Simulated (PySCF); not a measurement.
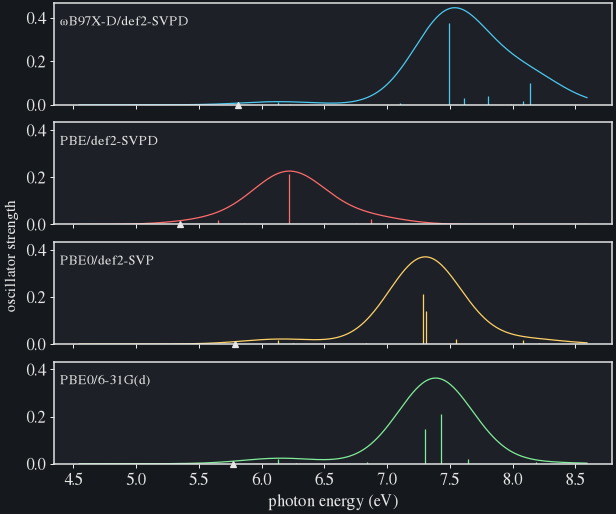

Vertical TDDFT spectra of C₅H₈Si, SMILES C#C[SiH]1CCC1 at one geometry and several levels (PySCF 2.14.0, at a PBE0-D3(BJ)/def2-SVP geometry (no frequency check)); sticks with Gaussians of 1/e half-width 0.40 eV, the triangle marks S1, which has the same leading orbital pair at all these levels. Only the lowest states were computed, so the high end is incomplete.

> How far does S1 move with the level of theory?

From lowest to highest: PBE/def2-SVPD 5.35 eV, PBE0/6-31G(d) 5.77 eV, PBE0/def2-SVP 5.79 eV, ωB97X-D/def2-SVPD 5.81 eV; a spread of 0.47 eV.

Caveats, for all or some of the runs: 6-31G(d) has no diffuse functions, so states with Rydberg character are missing or too high; core orbitals are frozen in the response; def2-SVP has no diffuse functions, so states with Rydberg character are missing or too high; one conformer of a flexible molecule; states above the negative HOMO energy depend on the basis.
